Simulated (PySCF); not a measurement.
## Run report: C$_{2}$H$_{8}$Si$_{2}$, NMR shielding calculation

System: C$_{2}$H$_{8}$Si$_{2}$.
Method: GIAO PBE0/pcSseg-1 NMR shielding, non-relativistic, IEF-PCM chloroform (PySCF 2.14.0).

The geometry comes from this level: PBE0-D3(BJ)/def2-SVP. It belongs to a series of runs on one base structure; here: solvent chloroform. Figures and captions count atoms from 1; the log counts them from 0 in places.

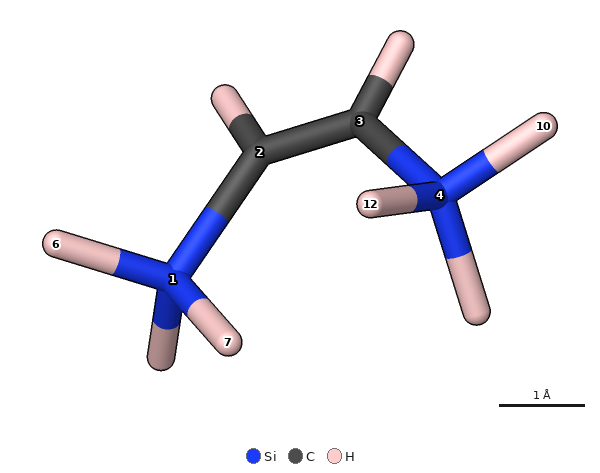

The input geometry (stick view, seen at a tilt; atoms are numbered from 1 in the order of the input). Bond lengths as drawn: C–C 1.35 Å, C–H 1.10 Å, C–Si 1.87 to 1.89 Å and H–Si 1.49 to 1.50 Å.

**Input**
```
{"job": {"kind": "nmr", "xc": "PBE0", "basis": "pcSseg-1", "solvent": "chloroform", "pop": false}, "charge": 0, "multiplicity": 1}
Si     1.725262    -0.522149    -0.266330
C      0.640753     0.960120     0.109245
C     -0.698989     0.961086     0.236320
Si    -1.872456    -0.504336     0.055733
H      2.675027    -0.762153     0.863636
H      2.529986    -0.275532    -1.502096
H      0.881557    -1.739084    -0.461621
H      1.164839     1.918122     0.245781
H     -1.180802     1.921568     0.472168
H     -3.269493    -0.001629     0.220723
H     -1.614744    -1.544707     1.098434
H     -1.751952    -1.143771    -1.289828
```

The first line tells a small driver script what to run in PySCF; the rest is the geometry in Å.

Run as:
```bash
OMP_NUM_THREADS=1 python <driver script> task.json out
```

**The program's output**
```
coarse grid: 10384 points
cycle   1  E = -659.5434180564  dE = -7.028e-02  |g| = 2.734e-01  |ddm| = 2.984e+00
cycle   2  E = -659.5394432460  dE =  3.975e-03  |g| = 2.945e-01  |ddm| = 4.981e-01
cycle   3  E = -659.5631294554  dE = -2.369e-02  |g| = 2.365e-02  |ddm| = 2.959e-01
cycle   4  E = -659.5632922929  dE = -1.628e-04  |g| = 5.390e-03  |ddm| = 3.099e-02
cycle   5  E = -659.5632975898  dE = -5.297e-06  |g| = 1.214e-03  |ddm| = 7.430e-03
final grid: 89248 points
cycle   6  E = -659.5863136689  dE = -9.257e-06  |g| = 4.897e-03  |ddm| = 1.440e-02
cycle   7  E = -659.5863096224  dE =  4.047e-06  |g| = 6.161e-03  |ddm| = 9.833e-03
cycle   8  E = -659.5863199910  dE = -1.037e-05  |g| = 7.836e-04  |ddm| = 5.542e-03
cycle   9  E = -659.5863201296  dE = -1.386e-07  |g| = 2.255e-04  |ddm| = 7.113e-04
cycle  10  E = -659.5863201428  dE = -1.315e-08  |g| = 2.746e-05  |ddm| = 1.994e-04
cycle  11  E = -659.5863201429  dE = -1.593e-10  |g| = 5.210e-06  |ddm| = 4.244e-05
```

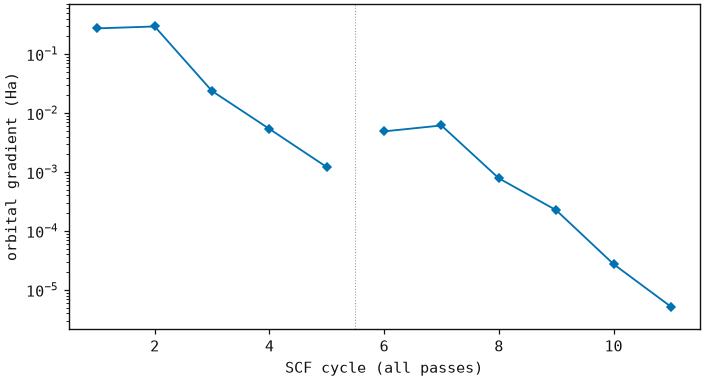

Convergence of the self-consistent field: orbital gradient against the SCF cycle. The dotted line marks the change from a coarse to the final integration grid. The first 5 cycles use a coarse grid, the final grid takes over at cycle 6, and the field converges after 11 cycles in all.

```
converged SCF energy = -659.5863201429

GIAO shielding tensors (ppm)
atom      isotropic    diamagn.    paramagn.     s11        s22        s33       span
  0 Si     429.613     880.271    -450.658    407.622    417.970    463.247     55.626
  1 C       28.378     259.637    -231.259    -94.995      6.778    173.352    268.347
  2 C       31.825     258.618    -226.793    -87.422     10.940    171.957    259.379
  3 Si     432.811     879.770    -446.959    412.885    424.536    461.013     48.129
  4 H       27.131      28.463      -1.332     24.571     24.979     31.842      7.271
  5 H       27.131      28.431      -1.300     24.549     24.986     31.856      7.307
  6 H       26.918      29.764      -2.846     23.247     27.381     30.126      6.878
  7 H       23.966      30.225      -6.259     22.239     23.114     26.544      4.305
  8 H       24.074      30.244      -6.170     22.547     22.891     26.783      4.236
  9 H       27.213      28.353      -1.140     24.347     25.336     31.956      7.609
 10 H       26.991      28.968      -1.976     23.891     25.984     31.099      7.208
 11 H       26.962      29.044      -2.082     23.797     26.163     30.927      7.130
```

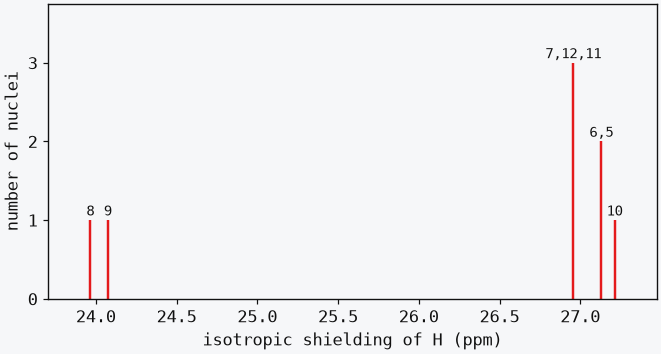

Isotropic shieldings of the hydrogen nuclei in this fixed geometry, labelled by atom number; shielding grows to the right, so chemical shift grows to the left. The least shielded is H8 (24.0 ppm), the most shielded H10 (27.2 ppm).

**Results in brief**

| quantity | value |
| --- | --- |
| outcome | converged |
| total energy | −659.586320 hartree |
| HOMO | −7.91 eV |
| LUMO | −1.05 eV |
| dipole moment | 0.91 D |
| isotropic shielding, Si | 429.6 to 432.8 ppm |
| isotropic shielding, C | 28.4 to 31.8 ppm |
| isotropic shielding, H | 24.0 to 27.2 ppm |
| hardware | 1 CPU thread, shared host |
| wall time | 5.7 s |
| peak memory | 0.71 GiB |
